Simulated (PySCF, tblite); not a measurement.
# C₅H₇BClF₂ radical: geometry, infrared bands and EPR parameters

Aim: predict the infrared bands and EPR parameters of C₅H₇BClF₂ radical (`FB(F)[C]1CC[C@H]1CCl`).

Programs: tblite 0.8.0 and PySCF 2.14.0, with density-fitted response routines of our own. Each step states its level of theory. These are calculated values for one molecule in the gas phase, unless marked as measured. Atoms are numbered from 0 throughout.

**1. The starting structure**

16 atoms, charge 0, multiplicity 2; geometry from: force field or distance geometry start.

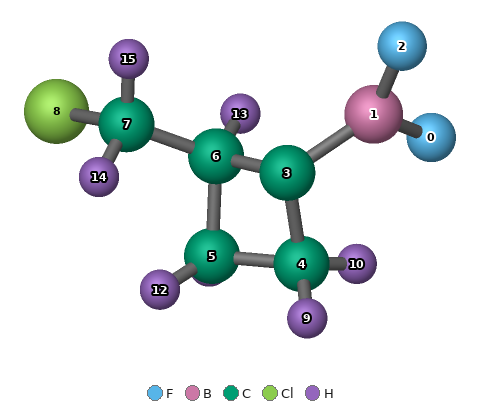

As it starts; fluorine blue, boron pink, carbon teal, chlorine green, hydrogen purple, atoms numbered.

**2. Geometry optimisation with GFN2-xTB**

The job: settings as JSON, then the geometry in Å.

```
{"job": {"kind": "relax", "xc": "GFN2-xTB", "basis": "xTB"}, "charge": 0, "multiplicity": 2}
F     -2.386100    -0.488400     1.628900
B     -1.734300     0.726100     1.169800
F     -2.117900     1.979600     1.745200
C     -0.765000     0.691500    -0.089400
C     -1.114700    -0.571400    -0.877900
C      0.324100    -0.964800    -0.875300
C      0.521300     0.014200     0.266300
C      1.788300     0.804300     0.052300
Cl     3.136400    -0.267400     0.557300
H     -1.533800    -0.320100    -1.877300
H     -1.741100    -1.277400    -0.309700
H      0.566300    -1.994600    -0.529800
H      0.829100    -0.632600    -1.791100
H      0.498000    -0.445800     1.291600
H      1.865200     1.039800    -1.033700
H      1.856700     1.715900     0.661400
```

Started as:

```bash
$ OMP_NUM_THREADS=1 python probes_run.py task.json out
```

This one command runs all jobs of the session in turn.

What it wrote:

```text
step      E/eV     max force
  0    -802.10926    3.975
  1    -802.76102    2.567
  2    -803.06283    2.792
  3    -803.16575    0.761
  4    -803.22627    0.762
  5    -803.32732    1.048
  6    -803.38146    0.883
  7    -803.42816    0.516
  8    -803.45254    0.434
  9    -803.47642    0.527
 10    -803.50423    0.756
 11    -803.54277    0.854
 12    -803.58452    0.698
 13    -803.62392    0.531
 14    -803.65456    0.398
 15    -803.68251    0.457
 16    -803.72085    0.525
 17    -803.76127    0.471
 18    -803.79213    0.388
 19    -803.81296    0.608
 20    -803.83891    0.571
 21    -803.86987    0.562
 22    -803.93355    0.743
 23    -803.95607    0.391
 24    -803.99900    0.497
 25    -804.03723    0.502
 26    -804.07085    0.401
 27    -804.09844    0.477
 28    -804.10632    0.915
 29    -804.13966    0.319
 30    -804.15686    0.220
 31    -804.17613    0.342
 32    -804.18553    0.400
 33    -804.19420    0.311
 34    -804.20203    0.177
 35    -804.20695    0.200
 36    -804.21075    0.193
 37    -804.21408    0.149
 38    -804.21803    0.180
 39    -804.22256    0.288
 40    -804.22814    0.302
 41    -804.23324    0.238
 42    -804.23701    0.127
 43    -804.23984    0.123
 44    -804.24191    0.155
 45    -804.24311    0.072
 46    -804.24400    0.077
 47    -804.24463    0.054
 48    -804.24506    0.044
 49    -804.24526    0.033
 50    -804.24550    0.034
 51    -804.24573    0.034
 52    -804.24598    0.045
 53    -804.24629    0.057
 54    -804.24670    0.060
 55    -804.24718    0.053
 56    -804.24758    0.049
 57    -804.24786    0.041
 58    -804.24806    0.038
 59    -804.24822    0.032
 60    -804.24836    0.025
 61    -804.24846    0.026
 62    -804.24855    0.029
 63    -804.24867    0.028
 64    -804.24879    0.027
 65    -804.24890    0.022
 66    -804.24898    0.023
 67    -804.24907    0.024
 68    -804.24920    0.036
 69    -804.24941    0.042
 70    -804.24967    0.034
 71    -804.24991    0.037
 72    -804.25011    0.028
 73    -804.25029    0.026
 74    -804.25050    0.032
 75    -804.25071    0.044
 76    -804.25088    0.045
 77    -804.25101    0.037
 78    -804.25112    0.029
 79    -804.25121    0.024
 80    -804.25131    0.029
 81    -804.25140    0.030
 82    -804.25149    0.022
 83    -804.25158    0.023
 84    -804.25166    0.025
 85    -804.25174    0.025
 86    -804.25181    0.024
 87    -804.25187    0.015
 88    -804.25190    0.015
 89    -804.25192    0.013
 90    -804.25194    0.012
 91    -804.25196    0.010
 92    -804.25198    0.012
 93    -804.25200    0.011
 94    -804.25202    0.010
```

Wall time 0.73 s (1 thread of Arm Neoverse V1, shared host).

Relaxation path: (not every step is listed)

| step | energy from step 0 (eV) | largest force (eV/Å) |
| --- | --- | --- |
| 0 | 0.0000 | 3.9748 |
| 1 | -0.6518 | 2.5668 |
| 2 | -0.9536 | 2.7916 |
| 3 | -1.0565 | 0.7612 |
| 4 | -1.1170 | 0.7615 |
| 5 | -1.2181 | 1.0484 |
| 6 | -1.2722 | 0.8826 |
| 7 | -1.3189 | 0.5165 |
| 8 | -1.3433 | 0.4339 |
| 16 | -1.6116 | 0.5251 |
| 24 | -1.8897 | 0.4974 |
| 32 | -2.0763 | 0.4002 |
| 40 | -2.1189 | 0.3023 |
| 48 | -2.1358 | 0.0442 |
| 56 | -2.1383 | 0.0485 |
| 64 | -2.1395 | 0.0266 |
| 72 | -2.1409 | 0.0283 |
| 80 | -2.1421 | 0.0293 |
| 88 | -2.1426 | 0.0152 |
| 89 | -2.1427 | 0.0134 |
| 90 | -2.1427 | 0.0117 |
| 91 | -2.1427 | 0.0105 |
| 92 | -2.1427 | 0.0119 |
| 93 | -2.1427 | 0.0107 |
| 94 | -2.1428 | 0.0098 |

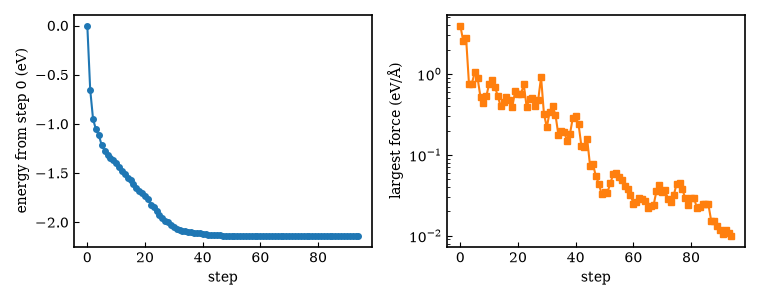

Energy and largest force along the relaxation.

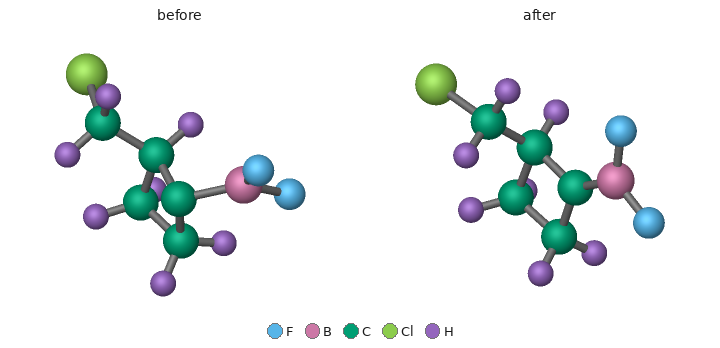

Before and after, at one scale.

Close pairs (by a distance rule), those that changed most:

| bond | before (Å) | after (Å) | change (Å) |
| --- | --- | --- | --- |
| F0–B1 | 1.453 | 1.331 | -0.122 |
| B1–F2 | 1.432 | 1.334 | -0.098 |
| B1–C3 | 1.589 | 1.505 | -0.084 |
| C4–C5 | 1.492 | 1.537 | +0.045 |
| C3–C4 | 1.529 | 1.491 | -0.038 |
| C6–H13 | 1.124 | 1.095 | -0.029 |
| C5–H11 | 1.113 | 1.087 | -0.026 |
| C5–C6 | 1.517 | 1.542 | +0.025 |

The next job starts from the end point, and lists it.

**3. Infrared spectrum with GFN2-xTB**

The job: settings as JSON, then the geometry in Å.

```
{"job": {"kind": "ir", "xc": "GFN2-xTB", "basis": "xTB"}, "charge": 0, "multiplicity": 2}
F     -3.023754     1.096428     0.934221
B     -1.715260     0.958713     1.137040
F     -1.235919     1.703031     2.134433
C     -0.844065     0.045891     0.316118
C     -1.074861    -0.845680    -0.856915
C      0.424201    -1.184749    -0.879088
C      0.620397    -0.275758     0.350634
C      1.531656     0.932135     0.173780
Cl     3.222263     0.406573    -0.039194
H     -1.458452    -0.333282    -1.742100
H     -1.744904    -1.684577    -0.658731
H      0.659728    -2.231346    -0.706626
H      0.951709    -0.843990    -1.766055
H      0.927283    -0.810149     1.255565
H      1.258637     1.499223    -0.715900
H      1.493743     1.576482     1.051409
```

What it wrote:

```text
mode    cm-1     km/mol
  1      46.3      1.67
  2      64.5      3.88
  3      66.0      2.28
  4     102.4      0.14
  5     138.5      0.30
  6     218.1      0.88
  7     282.9      4.29
  8     340.6      9.58
  9     393.1      7.34
 10     461.7     10.83
 11     508.9     74.39
 12     575.7      5.40
 13     718.5      6.15
 14     749.3      1.20
 15     797.5      4.35
 16     863.5      4.92
 17     922.5      2.53
 18     973.6      0.56
 19    1015.7     18.96
 20    1051.7      3.45
 21    1062.7     58.02
 22    1126.2    123.77
 23    1133.3     27.96
 24    1133.9     18.05
 25    1164.7     26.86
 26    1175.2     39.93
 27    1214.7    261.39
 28    1225.7     38.28
 29    1236.0     96.29
 30    1246.6     24.56
 31    1274.1     11.11
 32    1416.0     25.60
 33    1429.4     30.19
 34    1440.6    207.04
 35    1469.2      5.72
 36    2914.7     11.61
 37    2935.1      3.96
 38    2967.4      9.19
 39    2985.5      3.87
 40    2991.9      1.89
 41    3030.7     20.76
 42    3035.8     18.82
```

It took 0.59 s on 1 thread of Arm Neoverse V1, shared host.

The strongest bands and the atoms that carry them (share of the mass-weighted mode):

| cm⁻¹ | km/mol | atoms |
| --- | --- | --- |
| 509 | 74.4 | B1 52 %, C3 24 % |
| 1063 | 58.0 | H13 22 %, C6 12 %, C3 11 % |
| 1126 | 123.8 | C3 15 %, C4 15 %, B1 15 %, H13 11 % |
| 1175 | 39.9 | H13 30 %, C6 24 %, H15 13 %, C3 10 % |
| 1215 | 261.4 | B1 65 %, F2 13 % |
| 1226 | 38.3 | C4 34 %, H9 19 %, H10 18 % |
| 1236 | 96.3 | H15 28 %, H14 20 %, C6 15 % |
| 1441 | 207.0 | C3 46 %, B1 29 % |

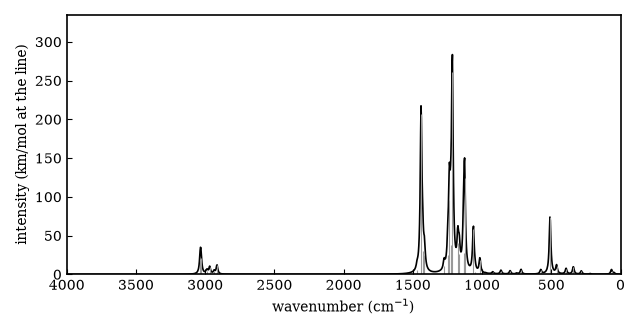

The infrared spectrum from these modes, unscaled. Lines are broadened to a width of 14 cm⁻¹ (Lorentzian).

**4. g tensor and hyperfine couplings: B3LYP/pcH-1**

Same as in step 3 but for these lines:

```diff
@@ -1,2 +1,2 @@
-{"job": {"kind": "ir", "xc": "GFN2-xTB", "basis": "xTB"}, "charge": 0, "multiplicity": 2}
+{"job": {"kind": "epr", "basis": "pcH-1"}, "charge": 0, "multiplicity": 2}
 F     -3.023754     1.096428     0.934221
```

Method: UKS B3LYP, pcH-1 on B C Cl F H, non-relativistic, mean-field spin-orbit, GIAO.

What it wrote:

```text
UKS, coarse grid
  cycle   1  E = -879.48782741  |g| = 5.18e-01
  cycle   2  E = -879.40708605  |g| = 7.60e-01
  cycle   3  E = -879.57656363  |g| = 5.38e-02
  cycle   4  E = -879.57736027  |g| = 3.43e-02
  cycle   5  E = -879.57789800  |g| = 7.16e-03
  cycle   6  E = -879.57792553  |g| = 2.89e-03
  cycle   7  E = -879.57793004  |g| = 7.57e-04
UKS, final grid
  cycle   1  E = -879.57792255  |g| = 7.26e-04
  cycle   2  E = -879.57792247  |g| = 9.61e-04
  cycle   3  E = -879.57792279  |g| = 1.41e-04
  cycle   4  E = -879.57792280  |g| = 5.87e-05
  cycle   5  E = -879.57792280  |g| = 2.50e-05
E = -879.57792280 Eh   <S^2> = 0.7530 (exact 0.7500)
g shifts (ppm)      1          2          3
  rmc          -151       -151       -151
  gc              2         30         29
  oz_so         217        893       1621
  total          69        773       1499
hyperfine (MHz)  atom isotope    a_iso     a_fc   dipolar eigenvalues
    0   19F      19.12      18.64    -54.21    -49.76    103.97
    1   11B     -26.70     -26.72    -10.48     -2.41     12.89
    2   19F      19.84      19.37    -55.55    -51.14    106.69
    3   13C      58.44      58.58    -66.56    -64.68    131.24
    4   13C     -27.89     -27.90     -2.95      0.44      2.51
    5   13C       3.18       3.18     -1.18     -0.91      2.09
    6   13C     -25.93     -25.94     -2.42      0.88      1.54
    7   13C      63.49      63.47     -3.26     -2.78      6.03
    8  35Cl      -0.27      -0.34     -2.14     -1.79      3.93
    9    1H     107.97     107.97     -4.70     -3.09      7.79
   10    1H     107.09     107.09     -4.77     -3.09      7.86
   11    1H      -2.45      -2.45     -2.28     -1.94      4.22
   12    1H      -2.44      -2.44     -2.31     -1.98      4.30
   13    1H      96.63      96.63     -4.69     -2.97      7.65
   14    1H      -2.87      -2.87     -4.43     -1.73      6.16
   15    1H      -2.74      -2.74     -3.14     -1.97      5.11
```

It took 2.2 min on 1 thread of Arm Neoverse V1, shared host; peak memory 1.1 GiB.

Principal g values 2.00239, 2.00309, 2.00382; g(iso) = 2.00310, against 2.00232 for a free electron.

Hyperfine couplings; where a row names several nuclei, a(iso) is their mean (it holds for fast rotation or exchange) and the dipolar term the largest among them:

```
nuclei  isotope  a(iso) (MHz)  a(iso) (G, at g = 2.0023)  largest dipolar term (MHz)
    H9       1H         108.0                       38.5                         7.8
   H10       1H         107.1                       38.2                         7.9
   H13       1H          96.6                       34.5                         7.7
    C7      13C          63.5                       22.7                         6.0
    C3      13C          58.4                       20.9                       131.2
    C4      13C         -27.9                      -10.0                        -2.9
    B1      11B         -26.7                       -9.5                        12.9
    C6      13C         -25.9                       -9.3                        -2.4
F0, F2      19F          19.5                        7.0                       106.7
    C5      13C           3.2                        1.1                         2.1
   H14       1H          -2.9                       -1.0                         6.2
   H15       1H          -2.7                       -1.0                         5.1
   H11       1H          -2.4                       -0.9                         4.2
   H12       1H          -2.4                       -0.9                         4.3
```

Mulliken spin populations:

F0 0.02; B1 0.08; F2 0.02; C3 0.88; C4 -0.08; C5 0.01; C6 -0.08; C7 0.03; Cl8 0.01; H9 0.04; H10 0.04; H11 0.00; H12 0.00; H13 0.04; H14 0.00; H15 0.00

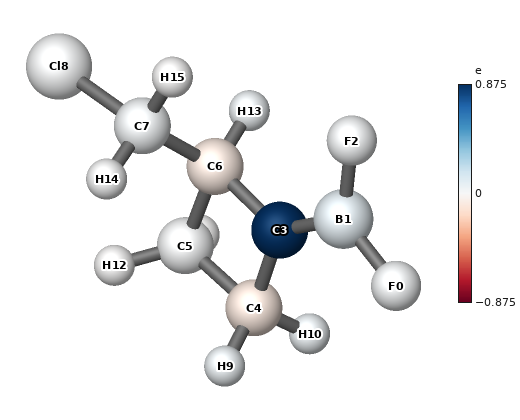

Mulliken spin populations, as colours on the atoms.

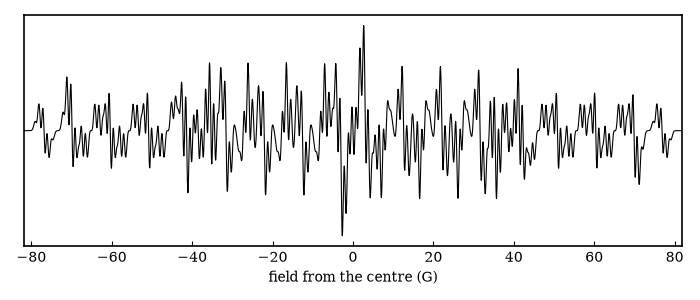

First-order isotropic spectrum (first derivative, main isotopes with spin only, couplings over 0.8 MHz, Gaussian width 0.4 G; couplings of the frozen geometry, rotation of groups not averaged beyond the rows shown).

Orbitals, density, ELF and potential are computed afterwards from the orbital file.

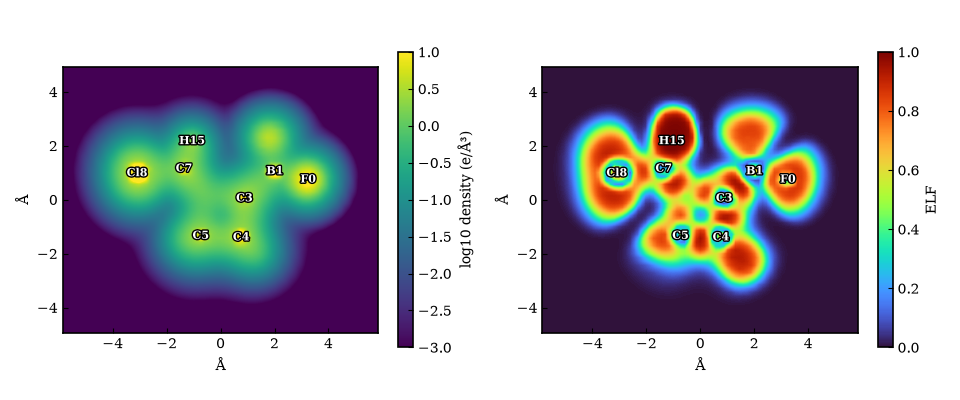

Density (left) and ELF (right) in a plane through or near 8 of the atoms.

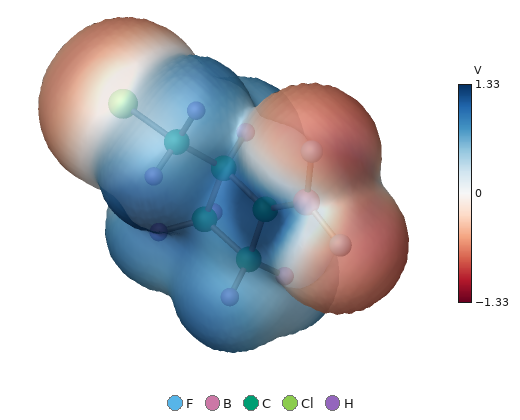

Electrostatic potential on the surface of density 0.002 e/bohr³; red is low, blue high. It runs from -0.85 V near F0 to 1.33 V near B1.

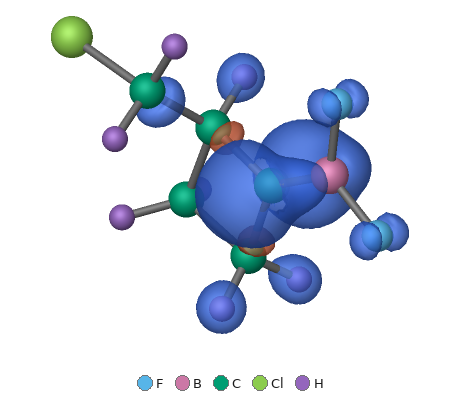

Spin density at ±0.03 e/Å³ (alpha excess blue, beta excess red).

**5. Outcome**

| quantity | value |
| --- | --- |
| strongest single infrared mode (GFN2-xTB) | 1215 cm⁻¹, 261 km/mol |
| zero-point energy (GFN2-xTB) | 71.3 kcal/mol |
| g(iso) (B3LYP) | 2.00310 |
| ⟨S²⟩ | 0.753 (exact 0.75) |
| largest a(iso) (averaged by class) | 1H on H9, 108.0 MHz |
| potential on the surface of density 0.002 e/bohr³, 1st and 99th percentile | -0.85 V and 1.33 V |

What this shows: Relaxing lowered the energy by 2.143 eV in 94 steps; the close pair that moved most is F0–B1, from 1.453 to 1.331 Å. All 42 modes are real, so the xTB geometry is a minimum. The strongest single mode, at 1215 cm⁻¹, moves mainly B1. GFN2-xTB is a fitted tight-binding method: band positions and strengths are rough. Its intensities can rank the bands wrongly. C3 carries the largest spin population, 0.88 e. The isotropic g lies 0.8 ppt above the free-electron value.
